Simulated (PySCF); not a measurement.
C4H6N2: geometry relaxation

- system: C4H6N2 (3-methylpyrazole)
- method: PBE0/pcSseg-1 tight geometry optimisation and Hessian, gas phase (PySCF 2.14.0)

Some settings of this run were made unusual or wrong on purpose.

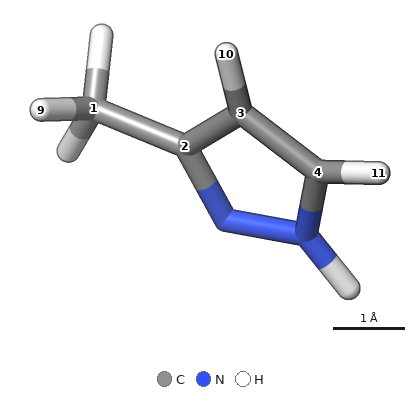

Figure 1. The structure as given in the input (stick view, seen at a tilt; atoms are numbered from 1 in the order of the input). Bond lengths as drawn: C–C 1.37 to 1.49 Å, C–H 1.07 to 1.09 Å, C–N 1.32 to 1.35 Å, H–N 1.01 Å and N–N 1.33 Å.

What the run reported:

| quantity | value |
| --- | --- |
| outcome | converged |
| wavenumbers, lowest and highest | 120 and 3748 cm⁻¹ |
| hardware | 1 CPU thread, shared host |
| wall time | 11 min |
| peak memory | 0.64 GiB |

What went wrong:

Some settings of this run were drawn to be unusual or wrong; see conv = 0.0001 and grid = 2. It converged; results that depend on the unusual settings are not reference values.

Input:
```
{"job": {"xc": "PBE0", "basis": "pcSseg-1", "grid": 2, "temperatures": [400, 1000], "conv": 0.0001, "kind": "geom"}, "charge": 0, "multiplicity": 1}
C     -2.492401     0.186848     1.482190
C     -1.053356     0.329679     1.137545
C     -0.494930     0.902624    -0.023842
C      0.862645     0.791564     0.143021
N      1.052910     0.187972     1.334363
N     -0.097145    -0.095581     1.943689
H     -2.586177    -0.285097     2.455820
H     -3.002270    -0.423137     0.737575
H     -2.974474     1.163174     1.508714
H     -1.020723     1.329786    -0.852794
H      1.681586     1.090097    -0.479865
H      1.925137    -0.053550     1.775949
```

The first line tells a small driver script what to run in PySCF; the rest is the geometry in Å.

Command:
```bash
OMP_NUM_THREADS=1 python <driver script> task.json out
```

The program's output:
```
step   0  E = -7215.9711825 eV  max force = 0.71655
step   1  E = -7215.9902817 eV  max force = 0.11289
step   2  E = -7215.9905494 eV  max force = 0.00913
step   3  E = -7215.9905572 eV  max force = 0.00465
step   4  E = -7215.9905535 eV  max force = 0.00246
step   5  E = -7215.9905556 eV  max force = 0.00073
step   6  E = -7215.9905556 eV  max force = 0.00073
step   7  E = -7215.9905554 eV  max force = 0.00011
harmonic wavenumbers (cm-1): 120.3 280.9 352.7 559.7 670.3 678.1 707.8 772.9 879.8 956.9 985.8 1009.7 1057.4 1074.8 1137.2 1238.8 1298.9 1387.3 1442.5 1476.5 1485.1 1510.5 1532.4 1646.0 3023.5 3142.9 3175.7 3259.5 3373.2 3748.3
```

Trajectory as extended XYZ (Å, eV, eV/Å), 8 frames, from step=0 to step=7:
```
12
Properties=species:S:1:pos:R:3:forces:R:3 step=0 energy=-7215.97118
C    -2.4924    0.1868    1.4822    0.3347   0.0108  -0.0404
C    -1.0534    0.3297    1.1375    0.1668   0.0840  -0.1691
C    -0.4949    0.9026   -0.0238    0.1890  -0.0984   0.1880
C     0.8626    0.7916    0.1430   -0.0709   0.0035  -0.0084
N     1.0529    0.1880    1.3344   -0.2911   0.1425  -0.2736
N    -0.0971   -0.0956    1.9437   -0.0476  -0.3574   0.7166
H    -2.5862   -0.2851    2.4558   -0.0919  -0.0967   0.1988
H    -3.0023   -0.4231    0.7376   -0.1750  -0.1252  -0.0946
H    -2.9745    1.1632    1.5087   -0.1689   0.1560   0.0422
H    -1.0207    1.3298   -0.8528   -0.1442   0.1880  -0.3621
H     1.6816    1.0901   -0.4799    0.3184   0.1064  -0.2304
H     1.9251   -0.0536    1.7759   -0.0192  -0.0137   0.0330
12
Properties=species:S:1:pos:R:3:forces:R:3 step=1 energy=-7215.99028
C    -2.4887    0.1848    1.4861   -0.0691   0.0149  -0.0088
C    -1.0523    0.3362    1.1272   -0.0278  -0.0230   0.0434
C    -0.4874    0.9060   -0.0361   -0.0465   0.0502  -0.0960
C     0.8707    0.7927    0.1364    0.0237  -0.0016   0.0035
N     1.0417    0.1920    1.3324    0.1129  -0.0170   0.0305
N    -0.1063   -0.0944    1.9517   -0.0180  -0.0011  -0.0008
H    -2.5757   -0.3007    2.4621    0.0072   0.0088  -0.0195
H    -3.0241   -0.4245    0.7481    0.0136   0.0081   0.0133
H    -2.9933    1.1573    1.5380    0.0158  -0.0210  -0.0007
H    -1.0035    1.3400   -0.8832    0.0113  -0.0175   0.0322
H     1.7090    1.0851   -0.4828   -0.0236  -0.0049   0.0122
H     1.9107   -0.0501    1.7825    0.0005   0.0040  -0.0093
12
Properties=species:S:1:pos:R:3:forces:R:3 step=2 energy=-7215.99055
C    -2.4900    0.1853    1.4852    0.0003  -0.0091   0.0027
C    -1.0517    0.3344    1.1297   -0.0023   0.0047  -0.0076
C    -0.4883    0.9079   -0.0340   -0.0024  -0.0016   0.0024
C     0.8702    0.7935    0.1377    0.0051   0.0022  -0.0059
N     1.0447    0.1894    1.3318   -0.0074   0.0000  -0.0016
N    -0.1045   -0.0985    1.9516    0.0009   0.0015   0.0001
H    -2.5797   -0.2911    2.4648    0.0003   0.0009  -0.0003
H    -3.0209   -0.4320    0.7514    0.0015   0.0017   0.0003
H    -2.9940    1.1575    1.5256   -0.0013   0.0040   0.0009
H    -1.0060    1.3434   -0.8781    0.0013  -0.0006   0.0015
H     1.7064    1.0884   -0.4824   -0.0027  -0.0016   0.0028
H     1.9146   -0.0536    1.7790    0.0066  -0.0021   0.0048
12
Properties=species:S:1:pos:R:3:forces:R:3 step=3 energy=-7215.99056
C    -2.4901    0.1853    1.4854    0.0021   0.0046   0.0021
C    -1.0520    0.3348    1.1293    0.0005   0.0003  -0.0017
C    -0.4882    0.9061   -0.0353    0.0022  -0.0017   0.0039
C     0.8703    0.7926    0.1372   -0.0015   0.0005   0.0000
N     1.0446    0.1911    1.3327   -0.0036   0.0017  -0.0021
N    -0.1047   -0.0958    1.9525    0.0001  -0.0016   0.0007
H    -2.5792   -0.2983    2.4615   -0.0003  -0.0003  -0.0005
H    -3.0227   -0.4251    0.7473   -0.0011  -0.0012  -0.0006
H    -2.9923    1.1582    1.5343    0.0008  -0.0023  -0.0006
H    -1.0057    1.3395   -0.8805   -0.0002   0.0004  -0.0011
H     1.7065    1.0864   -0.4832    0.0012   0.0000  -0.0004
H     1.9145   -0.0504    1.7811    0.0000  -0.0005   0.0003
12
Properties=species:S:1:pos:R:3:forces:R:3 step=4 energy=-7215.99055
C    -2.4901    0.1852    1.4854    0.0003   0.0011  -0.0016
C    -1.0520    0.3349    1.1291    0.0000  -0.0009   0.0019
C    -0.4882    0.9070   -0.0349    0.0002   0.0005  -0.0010
C     0.8703    0.7930    0.1374   -0.0012  -0.0006   0.0010
N     1.0444    0.1903    1.3323    0.0025  -0.0002   0.0003
N    -0.1049   -0.0969    1.9519   -0.0006  -0.0002   0.0004
H    -2.5789   -0.2952    2.4631   -0.0001  -0.0002   0.0004
H    -3.0220   -0.4284    0.7494   -0.0003   0.0000  -0.0001
H    -2.9933    1.1577    1.5307    0.0000   0.0000   0.0001
H    -1.0055    1.3414   -0.8797    0.0000  -0.0001   0.0001
H     1.7066    1.0871   -0.4827    0.0005   0.0002  -0.0005
H     1.9143   -0.0520    1.7805   -0.0013   0.0004  -0.0009
12
Properties=species:S:1:pos:R:3:forces:R:3 step=5 energy=-7215.99056
C    -2.4901    0.1853    1.4854   -0.0002  -0.0007   0.0002
C    -1.0520    0.3348    1.1292   -0.0001   0.0004  -0.0005
C    -0.4882    0.9068   -0.0349   -0.0003   0.0000  -0.0001
C     0.8703    0.7930    0.1374    0.0005   0.0001  -0.0002
N     1.0445    0.1905    1.3324   -0.0003  -0.0003   0.0002
N    -0.1048   -0.0968    1.9521    0.0001   0.0001  -0.0001
H    -2.5791   -0.2957    2.4627    0.0000   0.0002  -0.0001
H    -3.0222   -0.4277    0.7489    0.0001   0.0002   0.0001
H    -2.9930    1.1579    1.5313   -0.0001   0.0004   0.0000
H    -1.0057    1.3409   -0.8798    0.0001   0.0000   0.0001
H     1.7066    1.0871   -0.4828   -0.0002  -0.0002   0.0002
H     1.9144   -0.0516    1.7805    0.0004  -0.0002   0.0003
12
Properties=species:S:1:pos:R:3:forces:R:3 step=6 energy=-7215.99056
C    -2.4901    0.1853    1.4854   -0.0002  -0.0007   0.0002
C    -1.0520    0.3348    1.1292   -0.0001   0.0004  -0.0005
C    -0.4882    0.9068   -0.0349   -0.0003   0.0000  -0.0001
C     0.8703    0.7930    0.1374    0.0005   0.0001  -0.0002
N     1.0445    0.1905    1.3324   -0.0003  -0.0003   0.0002
N    -0.1048   -0.0968    1.9521    0.0001   0.0001  -0.0001
H    -2.5791   -0.2957    2.4627    0.0000   0.0002  -0.0001
H    -3.0222   -0.4277    0.7489    0.0001   0.0002   0.0001
H    -2.9930    1.1579    1.5313   -0.0001   0.0004   0.0000
H    -1.0057    1.3409   -0.8798    0.0001   0.0000   0.0001
H     1.7066    1.0871   -0.4828   -0.0002  -0.0002   0.0002
H     1.9144   -0.0516    1.7805    0.0004  -0.0002   0.0003
12
Properties=species:S:1:pos:R:3:forces:R:3 step=7 energy=-7215.99056
C    -2.4901    0.1852    1.4854    0.0000   0.0001   0.0000
C    -1.0520    0.3348    1.1292    0.0000   0.0000  -0.0001
C    -0.4882    0.9068   -0.0349    0.0000   0.0000   0.0000
C     0.8703    0.7930    0.1373    0.0000  -0.0001   0.0001
N     1.0445    0.1905    1.3324    0.0000  -0.0001   0.0000
N    -0.1048   -0.0967    1.9521    0.0000  -0.0001   0.0000
H    -2.5791   -0.2958    2.4627    0.0000   0.0001   0.0000
H    -3.0222   -0.4276    0.7489    0.0000   0.0001   0.0000
H    -2.9930    1.1579    1.5314    0.0000   0.0001   0.0000
H    -1.0056    1.3409   -0.8798    0.0000   0.0000   0.0000
H     1.7066    1.0870   -0.4828    0.0000  -0.0001   0.0000
H     1.9144   -0.0516    1.7805    0.0000  -0.0001   0.0000
```

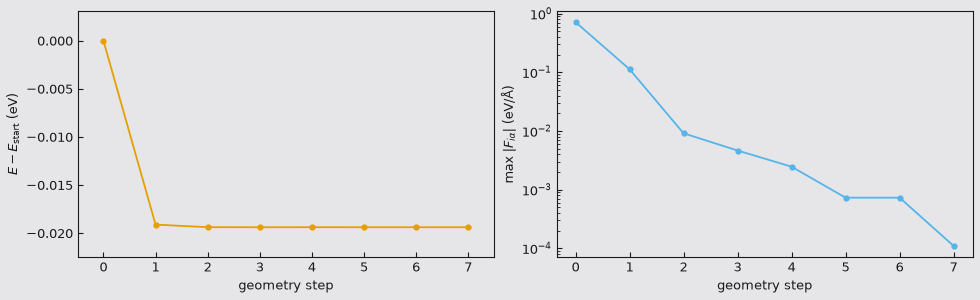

Figure 2. Progress of the relaxation, step by step (steps are counted from 0).

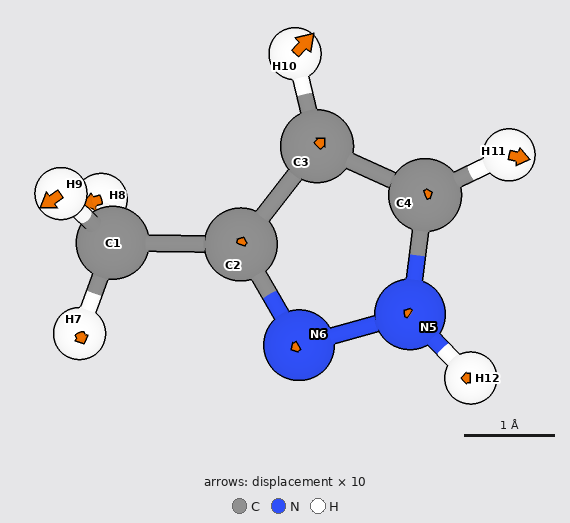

Figure 3. The starting structure with the displacements as orange arrows, magnified 10 times (ball-and-stick view, seen at a tilt). The two geometries are laid on each other by the best rigid fit. The largest move after the best rigid fit is that of H10, 0.033 Å. Largest moves by element: H 0.033 Å, C 0.014 Å, N 0.011 Å. Among the contacts that change: C3–H10 1.071 → 1.082 Å, C1–H7 1.086 → 1.093 Å, C1–H8 1.089 → 1.096 Å, C2–N6 1.321 → 1.327 Å. After 7 geometry steps the energy has fallen by 0.019 eV. Largest force component: 0.72 eV/Å at the start, 0.00011 eV/Å at the end. (Atoms are counted from 1 in the order of the input.)
